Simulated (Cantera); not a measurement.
Input: 1 mol C, 0.54 mol H2O, 3.4 mol H2, at 75.0 Torr.

Method: chemical equilibrium by Gibbs-energy minimisation in Cantera with the NASA 1993 tables (ideal gas, pure condensed phases). Candidate condensed phases: C, C6H6, C7H8, C8H18, H2O; 110 gas species. Kinetics and transport are ignored.

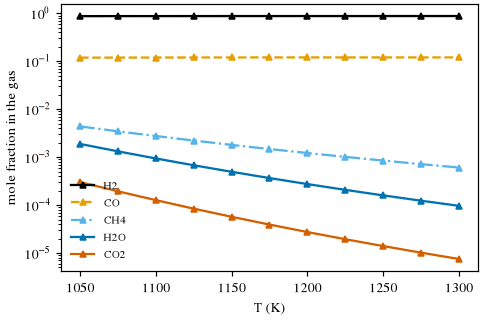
Figure. Equilibrium gas composition (values under 1e-9 drawn at 1e-9)

Q: Read off the mole fractions at 1250 K.

A: H2 about 0.88, CO about 0.12, CH4 about 0.00085, H2O about 0.00016, CO2 about 1.4e-5.
